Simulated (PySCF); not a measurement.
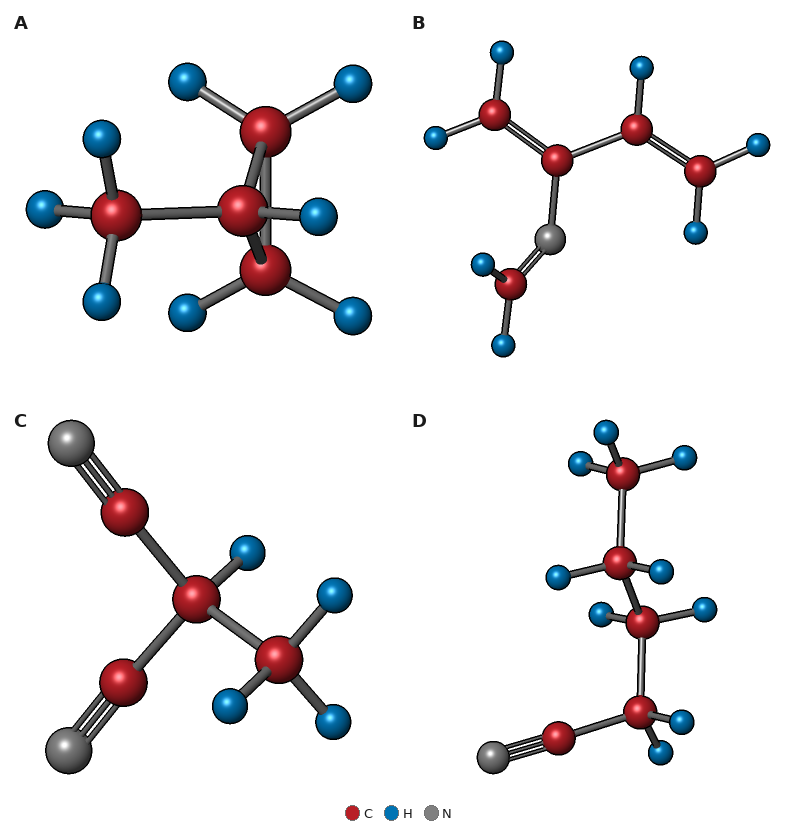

(Drawn from a calculation with PySCF.)

**Match each picture to its SMILES.**
(1) CC1CC1
(2) C=CC(=C)N=C
(3) CCCCC#N
(4) CC(C#N)C#N

A is (1), B is (2), C is (4), D is (3).
